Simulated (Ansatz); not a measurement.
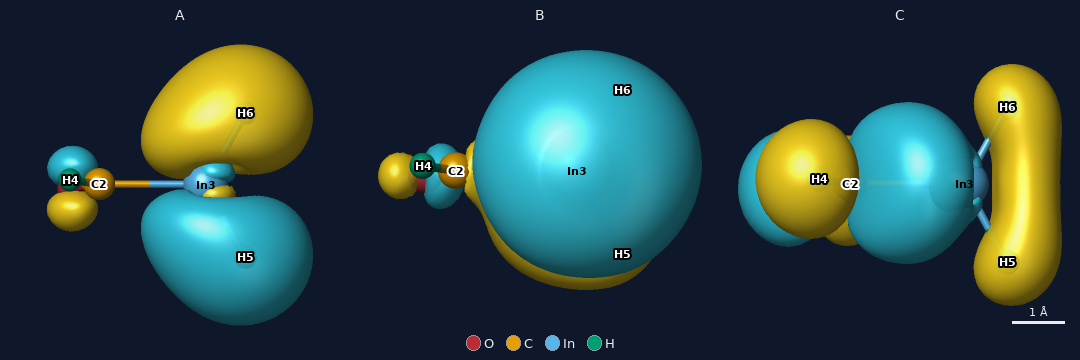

Figure 1: CH₃InO (SMILES O=[CH][InH2]). Three frontier orbitals at ±0.06 Å⁻³ᐟ² (yellow and cyan are the two phases), in no order.

Geometry: PBE0-D4/def2-TZVP; core potentials replace the inner electrons of In.

These are results of Ansatz, RKS PBE0-D4/def2-TZVPP, not measurements.

Input

```
crystal:
  periodic: [false, false, false]
  atoms:
    - {symbol: O, position_ang: [-1.097135, -1.592568, 0.489660]}
    - {symbol: C, position_ang: [-0.088079, -1.197468, -0.037351]}
    - {symbol: In, position_ang: [0.190752, 0.999428, -0.038729]}
    - {symbol: H, position_ang: [0.618281, -1.944198, -0.477165]}
    - {symbol: H, position_ang: [-0.513566, 1.926303, -1.310262]}
    - {symbol: H, position_ang: [0.931848, 1.744503, 1.327849]}
basis:
  gaussian: {orbitals: def2-TZVPP}
hamiltonian: {xc: pbe0, dispersion: d4}
output: {orbitals: {seedname: orbitals}}
```

Launched as:

```sh
ansatz run in.yaml --threads 2 --pin off --events-out ev --progress --plain --max-ram 4352MiB
```

Question: Order the three orbitals by energy and name them.

Answer: A is the HOMO−1 (−8.41 eV). Its weight (Hirshfeld) is mainly on In3 (about 40 %), H5 (about 30 %) and H6 (about 30 %). C is the HOMO (−6.37 eV). It lies mainly on O1 (about 40 %), C2 (about 25 %), In3 (about 20 %) and H4 (about 10 %). B is the LUMO (−1.96 eV). It lies mainly on In3 (about 85 %).

Question: What is the HOMO–LUMO gap?

Answer: 4.41 eV between the orbital energies.
